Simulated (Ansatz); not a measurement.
# Does disorder add resistance in series? Ti(0001) layers displaced at 180 K

Two lengths of the disordered region are known. What area resistance does the third give?

How it was computed: Ansatz 0.2.0, plane waves with PAW datasets at their recommended cutoffs (420 eV for most), Fermi-Dirac smearing; ballistic transmission by layer matching. The area resistance is RA = A (h/2e²)(1/T − 1/N), with T the zone-mean transmission per spin and N the lead's channels, both averaged over a few energies near the Fermi level; for magnets each spin is taken apart, with h/e², and the two conduct in parallel. Lateral cell 2x2, PBE, a fresh random draw for each length. Atoms are displaced independently, by 0.0596 Å r.m.s. per direction; each RA is scaled by the nominal over the drawn mean square displacement.

Results; the value marked ? is to be predicted:

| length (Å) | channels N | RA (fΩ m²) |
| --- | --- | --- |
| 4.69 | 2.708 | 0.208 |
| 14.1 | 2.708 | 0.552 |
| 23.4 | 2.708 | ? |

Worked fit:

Ohm's law makes RA linear in the length: the slope is (0.552 − 0.208)/(14.1 − 4.69) = 0.0368 fΩ m² per Å, or 37 µΩ cm. Then 0.552 + 0.0368 × 9.37. Predicted: 0.897 fΩ m².

**The withheld run.**

0.895 fΩ m², so the prediction is 0.20 % too high. The three lengths together give 37 µΩ cm. The two increments are 0.34 and 0.34 fΩ m², roughly as Ohm's law has it, though with one draw for each length that is a weak test.

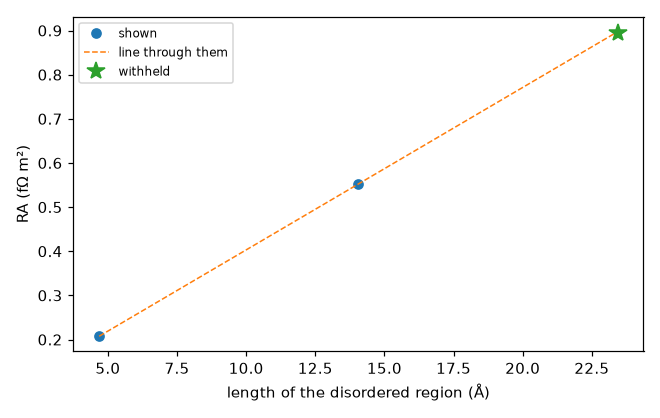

Area resistance against length.

Caveats: The scatterers repeat sideways with the small cell. The slope is a raw one; a model of isotropic scattering puts it 1.07 times the bulk value over these lengths.
